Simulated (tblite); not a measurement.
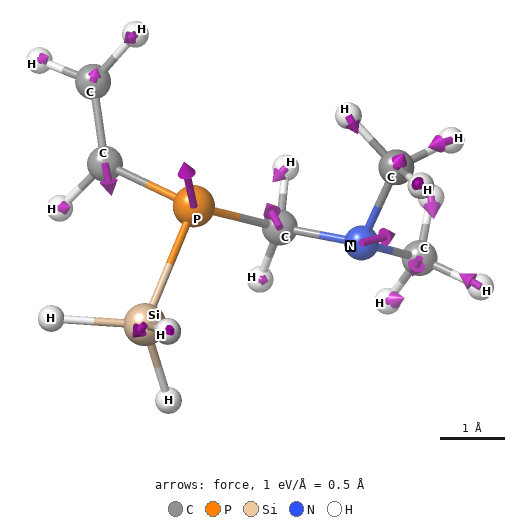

Starting geometry of C5H14NPSi with the computed forces as purple arrows. A ball-and-stick model, seen at a tilt.

All numbers below come from GFN2-xTB geometry optimisation, gas phase in tblite 0.8.0. 

Is this structure relaxed? If not, where do the atoms go?

Answer. It isn't relaxed: the largest force vector, on the P atom, is 1.84 eV/Å. The final displacements have little in common with the starting forces (cosine between the two patterns 0.11). The energy falls by 0.927 eV in 233 geometry steps. An H atom moves most after the best rigid fit: 2.51 Å. By element the largest moves are H 2.51 Å, C 1.24 Å, Si 1.10 Å, P 1.03 Å, N 0.31 Å. Among the contacts that change: N–Si 3.940 → 2.793 Å, C–P 1.854 → 1.810 Å, P–Si 2.214 → 2.251 Å, C–H 1.134 → 1.104 Å. Bond angles that change, for instance: Si–P–C 112.0° → 91.7°, C–N–C 104.6° → 112.5°, P–C–N 114.1° → 106.8°. Groups turn about C–P by about 90°, C–N by about 45°, C–P by about 40°.
